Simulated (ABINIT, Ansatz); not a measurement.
# CsSnH3 (Pm-3m): zone-centre phonons, part 3 of 5

Wanted: the vibrations of CsSnH3 (Pm-3m) at Γ, by two programs.

ABINIT 10.8.3; DFT LDA, scalar-relativistic, plane waves, PseudoDojo norm-conserving pseudopotentials.

So far. Step 3 (Self-consistent run for the response): The cell stands at -0.49 GPa: the relaxation ran with a smoothed and higher cutoff, and the difference is a stress of the finite basis. Step 4 (Zone-centre response): The acoustic modes at Γ come out as far as 1.3 cm⁻¹ from zero, where they should vanish, a small numerical error. The lowest optical mode is imaginary, 1477i cm⁻¹, an instability at this level and on this k mesh. The relaxed cell has a = 4.347 Å (conventional setting).

The structure was built from a prototype and need not be the compound's stable phase.

## Step 5: Modes with the sum rule

anaddb reads the merged derivatives and imposes the acoustic sum rule.

File anaddb.abi:

```
ddb_filepath "gamma_DDB"
output_file "anaddb.abo"
outdata_prefix "anaddb"
asr 1
chneut 1
enunit 2
eivec 1
nph1l 1
qph1l 0.0 0.0 0.0 1.0
```

File mrgddb.in:

```
gamma_DDB
merged
2
dfpt_gammao_DDB
gso_DDB
```

The run is started by

```console
$ mrgddb < mrgddb.in > mrgddb.log
$ OMP_NUM_THREADS=1 anaddb anaddb.abi > anaddb.log
```

anaddb.abo, the main output file:

```text
-outvars_anaddb: echo values of input variables ----------------------

 Miscellaneous information :
      enunit         2
       eivec         1
         asr         1
 First list of wavevector (reduced coord.) :
       nph1l         1
       qph1l
                     0.00000000E+00  0.00000000E+00  0.00000000E+00    1.000E+00

================================================================================

 read the DDB information and perform some checks

  ==== Info on the Cryst% object ====
 Real(R)+Recip(G) space primitive vectors, cartesian coordinates (Bohr,Bohr^-1):
 R(1)=  8.2154742  0.0000000  0.0000000  G(1)=  0.1217215  0.0000000  0.0000000
 R(2)=  0.0000000  8.2154742  0.0000000  G(2)=  0.0000000  0.1217215  0.0000000
 R(3)=  0.0000000  0.0000000  8.2154742  G(3)=  0.0000000  0.0000000  0.1217215
 Unit cell volume ucvol=  5.5449535E+02 bohr^3
 Angles (23,13,12)=  9.00000000E+01  9.00000000E+01  9.00000000E+01 degrees
 Time-reversal symmetry is present
 Reduced atomic positions [iatom, xred, symbol]:
    1)    0.0000000  0.0000000  0.0000000  Cs
    2)    0.5000000  0.5000000  0.5000000  Sn
    3)    0.5000000  0.5000000  0.0000000   H
    4)    0.5000000  0.0000000  0.5000000   H
    5)    0.0000000  0.5000000  0.5000000   H

 DDB file with 3 blocks has been read.

================================================================================

 Treat the first list of vectors

  Phonon wavevector (reduced coordinates) :  0.00000  0.00000  0.00000
 Phonon energies in Hartree :
  -6.728746E-03 -6.728746E-03 -6.728746E-03  0.000000E+00  0.000000E+00
   0.000000E+00  4.089183E-04  4.089183E-04  4.089183E-04  2.821784E-03
   2.821784E-03  2.821784E-03  2.859426E-03  2.859426E-03  2.859426E-03
 Phonon energies in meV     :
- -1.830985E+02 -1.830985E+02 -1.830985E+02  0.000000E+00  0.000000E+00
-  0.000000E+00  1.112723E+01  1.112723E+01  1.112723E+01  7.678465E+01
-  7.678465E+01  7.678465E+01  7.780894E+01  7.780894E+01  7.780894E+01
 Phonon frequencies in cm-1    :
- -1.476789E+03 -1.476789E+03 -1.476789E+03  0.000000E+00  0.000000E+00
-  0.000000E+00  8.974720E+01  8.974720E+01  8.974720E+01  6.193100E+02
-  6.193100E+02  6.193100E+02  6.275714E+02  6.275714E+02  6.275714E+02
 Phonon frequencies in Thz     :
- -4.427302E+01 -4.427302E+01 -4.427302E+01  0.000000E+00  0.000000E+00
-  0.000000E+00  2.690553E+00  2.690553E+00  2.690553E+00  1.856645E+01
-  1.856645E+01  1.856645E+01  1.881412E+01  1.881412E+01  1.881412E+01
 Phonon energies in Kelvin  :
- -2.124770E+03 -2.124770E+03 -2.124770E+03  0.000000E+00  0.000000E+00
-  0.000000E+00  1.291262E+02  1.291262E+02  1.291262E+02  8.910489E+02
-  8.910489E+02  8.910489E+02  9.029353E+02  9.029353E+02  9.029353E+02

 Eigendisplacements
 (will be given, for each mode : in cartesian coordinates
   for each atom the real part of the displacement vector,
   then the imaginary part of the displacement vector - absolute values smaller than 1.0d-7 are set to zero)
  Mode number    1   Energy   -6.728746E-03
 Attention : low frequency mode.
   (Could be unstable or acoustic mode)
-  1  3.74522354E-05  0.00000000E+00  0.00000000E+00
-     0.00000000E+00  0.00000000E+00  0.00000000E+00
-  2  1.45613199E-04  0.00000000E+00  0.00000000E+00
-     0.00000000E+00  0.00000000E+00  0.00000000E+00
-  3  5.84571826E-04  0.00000000E+00  0.00000000E+00
-     0.00000000E+00  0.00000000E+00  0.00000000E+00
-  4  5.84571826E-04 -3.26797020E-07  0.00000000E+00
-     0.00000000E+00  0.00000000E+00  0.00000000E+00
-  5 -2.32571041E-02  0.00000000E+00  0.00000000E+00
-     0.00000000E+00  0.00000000E+00  0.00000000E+00
  Mode number    2   Energy   -6.728746E-03
 Attention : low frequency mode.
   (Could be unstable or acoustic mode)
-  1  0.00000000E+00 -3.74522354E-05  0.00000000E+00
-     0.00000000E+00  0.00000000E+00  0.00000000E+00
-  2  0.00000000E+00 -1.45613199E-04  0.00000000E+00
-     0.00000000E+00  0.00000000E+00  0.00000000E+00
-  3  0.00000000E+00 -5.84571826E-04  0.00000000E+00
-     0.00000000E+00  0.00000000E+00  0.00000000E+00
-  4  0.00000000E+00  2.32571041E-02  0.00000000E+00
-     0.00000000E+00  0.00000000E+00  0.00000000E+00
-  5 -3.26797020E-07 -5.84571826E-04  0.00000000E+00
-     0.00000000E+00  0.00000000E+00  0.00000000E+00
  Mode number    3   Energy   -6.728746E-03
 Attention : low frequency mode.
   (Could be unstable or acoustic mode)
-  1  0.00000000E+00  0.00000000E+00  3.74522354E-05
-     0.00000000E+00  0.00000000E+00  0.00000000E+00
-  2  0.00000000E+00  0.00000000E+00  1.45613199E-04
-     0.00000000E+00  0.00000000E+00  0.00000000E+00
-  3  0.00000000E+00  0.00000000E+00 -2.32571041E-02
-     0.00000000E+00  0.00000000E+00  0.00000000E+00
-  4  0.00000000E+00  0.00000000E+00  5.84571826E-04
-     0.00000000E+00  0.00000000E+00  0.00000000E+00
-  5  0.00000000E+00  0.00000000E+00  5.84571826E-04
-     0.00000000E+00  0.00000000E+00  0.00000000E+00
  Mode number    4   Energy    0.000000E+00
 Attention : low frequency mode.
   (Could be unstable or acoustic mode)
-  1  0.00000000E+00  0.00000000E+00 -1.46776857E-03
-     0.00000000E+00  0.00000000E+00  0.00000000E+00
-  2  0.00000000E+00  0.00000000E+00 -1.46776612E-03
-     0.00000000E+00  0.00000000E+00  0.00000000E+00
-  3  0.00000000E+00  0.00000000E+00 -1.46776803E-03
-     0.00000000E+00  0.00000000E+00  0.00000000E+00
-  4  0.00000000E+00  0.00000000E+00 -1.46778191E-03
-     0.00000000E+00  0.00000000E+00  0.00000000E+00
-  5  0.00000000E+00  0.00000000E+00 -1.46778191E-03
-     0.00000000E+00  0.00000000E+00  0.00000000E+00
  Mode number    5   Energy    0.000000E+00
 Attention : low frequency mode.
   (Could be unstable or acoustic mode)
-  1  2.88647302E-07  1.46776854E-03  0.00000000E+00
-     0.00000000E+00  0.00000000E+00  0.00000000E+00
-  2  2.88646820E-07  1.46776609E-03  0.00000000E+00
-     0.00000000E+00  0.00000000E+00  0.00000000E+00
-  3  2.88649925E-07  1.46778188E-03  0.00000000E+00
-     0.00000000E+00  0.00000000E+00  0.00000000E+00
-  4  2.88649925E-07  1.46776800E-03  0.00000000E+00
-     0.00000000E+00  0.00000000E+00  0.00000000E+00
-  5  2.88647195E-07  1.46778188E-03  0.00000000E+00
-     0.00000000E+00  0.00000000E+00  0.00000000E+00
  Mode number    6   Energy    0.000000E+00
 Attention : low frequency mode.
   (Could be unstable or acoustic mode)
-  1  1.46776854E-03 -2.88647141E-07  0.00000000E+00
-     0.00000000E+00  0.00000000E+00  0.00000000E+00
-  2  1.46776609E-03 -2.88646659E-07  0.00000000E+00
-     0.00000000E+00  0.00000000E+00  0.00000000E+00
-  3  1.46778188E-03 -2.88649764E-07  0.00000000E+00
-     0.00000000E+00  0.00000000E+00  0.00000000E+00
-  4  1.46778188E-03 -2.88647035E-07  0.00000000E+00
-     0.00000000E+00  0.00000000E+00  0.00000000E+00
-  5  1.46776800E-03 -2.88649764E-07  0.00000000E+00
-     0.00000000E+00  0.00000000E+00  0.00000000E+00
  Mode number    7   Energy    4.089183E-04
-  1  0.00000000E+00  0.00000000E+00  1.40265688E-03
-     0.00000000E+00  0.00000000E+00  0.00000000E+00
-  2  0.00000000E+00  0.00000000E+00 -1.54971340E-03
-     0.00000000E+00  0.00000000E+00  0.00000000E+00
-  3  0.00000000E+00  0.00000000E+00 -8.83897600E-04
-     0.00000000E+00  0.00000000E+00  0.00000000E+00
-  4  0.00000000E+00  0.00000000E+00 -7.75648880E-04
-     0.00000000E+00  0.00000000E+00  0.00000000E+00
-  5  0.00000000E+00  0.00000000E+00 -7.75648880E-04
-     0.00000000E+00  0.00000000E+00  0.00000000E+00
  Mode number    8   Energy    4.089183E-04
-  1  0.00000000E+00  1.40265687E-03  0.00000000E+00
-     0.00000000E+00  0.00000000E+00  0.00000000E+00
-  2 -1.05258768E-07 -1.54971340E-03  0.00000000E+00
-     0.00000000E+00  0.00000000E+00  0.00000000E+00
-  3  0.00000000E+00 -7.75648878E-04  0.00000000E+00
-     0.00000000E+00  0.00000000E+00  0.00000000E+00
-  4  0.00000000E+00 -8.83897598E-04  0.00000000E+00
-     0.00000000E+00  0.00000000E+00  0.00000000E+00
-  5  0.00000000E+00 -7.75648878E-04  0.00000000E+00
-     0.00000000E+00  0.00000000E+00  0.00000000E+00
  Mode number    9   Energy    4.089183E-04
-  1  1.40265687E-03  0.00000000E+00  0.00000000E+00
-     0.00000000E+00  0.00000000E+00  0.00000000E+00
-  2 -1.54971340E-03  1.05258833E-07  0.00000000E+00
-     0.00000000E+00  0.00000000E+00  0.00000000E+00
-  3 -7.75648878E-04  0.00000000E+00  0.00000000E+00
-     0.00000000E+00  0.00000000E+00  0.00000000E+00
-  4 -7.75648878E-04  0.00000000E+00  0.00000000E+00
-     0.00000000E+00  0.00000000E+00  0.00000000E+00
-  5 -8.83897598E-04  0.00000000E+00  0.00000000E+00
-     0.00000000E+00  0.00000000E+00  0.00000000E+00
  Mode number   10   Energy    2.821784E-03
-  1  0.00000000E+00  0.00000000E+00  0.00000000E+00
-     0.00000000E+00  0.00000000E+00  0.00000000E+00
-  2  0.00000000E+00  0.00000000E+00  0.00000000E+00
-     0.00000000E+00  0.00000000E+00  0.00000000E+00
-  3  0.00000000E+00  0.00000000E+00  0.00000000E+00
-     0.00000000E+00  0.00000000E+00  0.00000000E+00
-  4  0.00000000E+00  0.00000000E+00 -1.64963405E-02
-     0.00000000E+00  0.00000000E+00  0.00000000E+00
-  5  0.00000000E+00  0.00000000E+00  1.64963405E-02
-     0.00000000E+00  0.00000000E+00  0.00000000E+00
  Mode number   11   Energy    2.821784E-03
-  1  0.00000000E+00  0.00000000E+00  0.00000000E+00
-     0.00000000E+00  0.00000000E+00  0.00000000E+00
-  2  0.00000000E+00  0.00000000E+00  0.00000000E+00
-     0.00000000E+00  0.00000000E+00  0.00000000E+00
-  3  3.99856409E-07 -1.64963404E-02  0.00000000E+00
-     0.00000000E+00  0.00000000E+00  0.00000000E+00
-  4 -3.99856410E-07  0.00000000E+00  0.00000000E+00
-     0.00000000E+00  0.00000000E+00  0.00000000E+00
-  5  0.00000000E+00  1.64963404E-02  0.00000000E+00
-     0.00000000E+00  0.00000000E+00  0.00000000E+00
  Mode number   12   Energy    2.821784E-03
-  1  0.00000000E+00  0.00000000E+00  0.00000000E+00
-     0.00000000E+00  0.00000000E+00  0.00000000E+00
-  2  0.00000000E+00  0.00000000E+00  0.00000000E+00
-     0.00000000E+00  0.00000000E+00  0.00000000E+00
-  3  1.64963404E-02  3.99856409E-07  0.00000000E+00
-     0.00000000E+00  0.00000000E+00  0.00000000E+00
-  4 -1.64963404E-02  0.00000000E+00  0.00000000E+00
-     0.00000000E+00  0.00000000E+00  0.00000000E+00
-  5  0.00000000E+00 -3.99856409E-07  0.00000000E+00
-     0.00000000E+00  0.00000000E+00  0.00000000E+00
  Mode number   13   Energy    2.859426E-03
-  1  0.00000000E+00  0.00000000E+00  6.63502312E-05
-     0.00000000E+00  0.00000000E+00  0.00000000E+00
-  2  0.00000000E+00  0.00000000E+00  2.09820608E-04
-     0.00000000E+00  0.00000000E+00  0.00000000E+00
-  3  0.00000000E+00  0.00000000E+00 -6.55735412E-04
-     0.00000000E+00  0.00000000E+00  0.00000000E+00
-  4  0.00000000E+00  0.00000000E+00 -1.64021800E-02
-     0.00000000E+00  0.00000000E+00  0.00000000E+00
-  5  0.00000000E+00  0.00000000E+00 -1.64021800E-02
-     0.00000000E+00  0.00000000E+00  0.00000000E+00
  Mode number   14   Energy    2.859426E-03
-  1  0.00000000E+00  6.63502312E-05  0.00000000E+00
-     0.00000000E+00  0.00000000E+00  0.00000000E+00
-  2  0.00000000E+00  2.09820608E-04  0.00000000E+00
-     0.00000000E+00  0.00000000E+00  0.00000000E+00
-  3 -1.67582558E-07 -1.64021800E-02  0.00000000E+00
-     0.00000000E+00  0.00000000E+00  0.00000000E+00
-  4 -1.67582558E-07 -6.55735412E-04  0.00000000E+00
-     0.00000000E+00  0.00000000E+00  0.00000000E+00
-  5  0.00000000E+00 -1.64021800E-02  0.00000000E+00
-     0.00000000E+00  0.00000000E+00  0.00000000E+00
  Mode number   15   Energy    2.859426E-03
-  1  6.63502312E-05  0.00000000E+00  0.00000000E+00
-     0.00000000E+00  0.00000000E+00  0.00000000E+00
-  2  2.09820608E-04  0.00000000E+00  0.00000000E+00
-     0.00000000E+00  0.00000000E+00  0.00000000E+00
-  3 -1.64021800E-02  1.67582533E-07  0.00000000E+00
-     0.00000000E+00  0.00000000E+00  0.00000000E+00
-  4 -1.64021800E-02  0.00000000E+00  0.00000000E+00
-     0.00000000E+00  0.00000000E+00  0.00000000E+00
-  5 -6.55735412E-04  1.67582533E-07  0.00000000E+00
-     0.00000000E+00  0.00000000E+00  0.00000000E+00

 Analysis of degeneracies and characters (maximum tolerance=1.00E-06 a.u.)
 For each vibration mode, or group of modes if degenerate,
 the characters are given for each symmetry operation (see the list in the log file).
 Symmetry characters of vibration mode #   1
       degenerate with vibration modes #   2 to    3
  3.0 -3.0 -1.0  1.0 -1.0  1.0 -1.0  1.0  1.0 -1.0 -1.0  1.0  1.0 -1.0 -1.0  1.0
  0.0 -0.0  0.0 -0.0 -0.0  0.0 -0.0  0.0  1.0 -1.0 -1.0  1.0 -1.0  1.0  1.0 -1.0
  0.0 -0.0 -0.0  0.0 -0.0  0.0  0.0 -0.0  1.0 -1.0  1.0 -1.0 -1.0  1.0 -1.0  1.0
 Symmetry characters of vibration mode #   4
       degenerate with vibration modes #   5 to    6
  3.0 -3.0 -1.0  1.0 -1.0  1.0 -1.0  1.0  1.0 -1.0 -1.0  1.0  1.0 -1.0 -1.0  1.0
 -0.0  0.0 -0.0  0.0  0.0 -0.0  0.0 -0.0  1.0 -1.0 -1.0  1.0 -1.0  1.0  1.0 -1.0
 -0.0  0.0  0.0 -0.0  0.0 -0.0 -0.0  0.0  1.0 -1.0  1.0 -1.0 -1.0  1.0 -1.0  1.0
 Symmetry characters of vibration mode #   7
       degenerate with vibration modes #   8 to    9
  3.0 -3.0 -1.0  1.0 -1.0  1.0 -1.0  1.0  1.0 -1.0 -1.0  1.0  1.0 -1.0 -1.0  1.0
 -0.0  0.0 -0.0  0.0  0.0 -0.0  0.0 -0.0  1.0 -1.0 -1.0  1.0 -1.0  1.0  1.0 -1.0
 -0.0  0.0  0.0 -0.0  0.0 -0.0 -0.0  0.0  1.0 -1.0  1.0 -1.0 -1.0  1.0 -1.0  1.0
 Symmetry characters of vibration mode #  10
       degenerate with vibration modes #  11 to   12
  3.0 -3.0 -1.0  1.0 -1.0  1.0 -1.0  1.0 -1.0  1.0  1.0 -1.0 -1.0  1.0  1.0 -1.0
 -0.0  0.0 -0.0  0.0  0.0 -0.0  0.0 -0.0 -1.0  1.0  1.0 -1.0  1.0 -1.0 -1.0  1.0
 -0.0  0.0  0.0 -0.0  0.0 -0.0 -0.0  0.0 -1.0  1.0 -1.0  1.0  1.0 -1.0  1.0 -1.0
 Symmetry characters of vibration mode #  13
       degenerate with vibration modes #  14 to   15
  3.0 -3.0 -1.0  1.0 -1.0  1.0 -1.0  1.0  1.0 -1.0 -1.0  1.0  1.0 -1.0 -1.0  1.0
  0.0 -0.0  0.0 -0.0 -0.0  0.0 -0.0  0.0  1.0 -1.0 -1.0  1.0 -1.0  1.0  1.0 -1.0
  0.0 -0.0 -0.0  0.0 -0.0  0.0  0.0 -0.0  1.0 -1.0  1.0 -1.0 -1.0  1.0 -1.0  1.0
-
```

Run time: 0.5 s. Hardware: 1 thread of Arm Neoverse V2, shared host.

No LO-TO term; unit eigenvectors of the mass-weighted matrix, from anaddb's displacements. Modes at Γ, with each element's share of the kinetic energy (negative means imaginary):

```tsv
mode	frequency (cm⁻¹)	symmetry	Cs %	Sn %	H %
1	-1476.8	T1u	0	0	100
2	-1476.8	T1u	0	0	100
3	-1476.8	T1u	0	0	100
4	0.0	acoustic	52	47	1
5	0.0	acoustic	52	47	1
6	0.0	acoustic	52	47	1
7	89.7	T1u	48	52	0
8	89.7	T1u	48	52	0
9	89.7	T1u	48	52	0
10	619.3	T2u	0	0	100
11	619.3	T2u	0	0	100
12	619.3	T2u	0	0	100
13	627.6	T1u	0	1	99
14	627.6	T1u	0	1	99
15	627.6	T1u	0	1	99
```

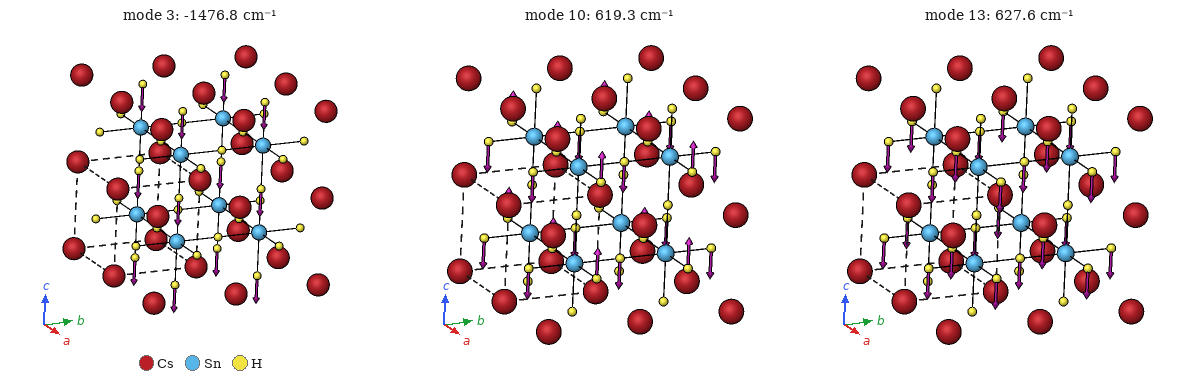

Displacement patterns of modes 3, 10 and 13 at Γ; arrows are exaggerated. 2×2×2 cells are drawn. Some periodic images of atoms are drawn too.

The rule moves no optical mode by more than 0.1 cm⁻¹.

(Continued in part 4 of 5.)

[Host names and launcher messages were left out of these logs when they were recorded.]

[Logs are printed without paths, hosts, clocks, repeated set-up lines and the standing remarks that a program may print on its own settings, such as how far it seeks lower states.]

[Hosts, paths, dates, database ids (printed as entryN), source tags and the programs' standing remarks are cut or masked in the printed files.]
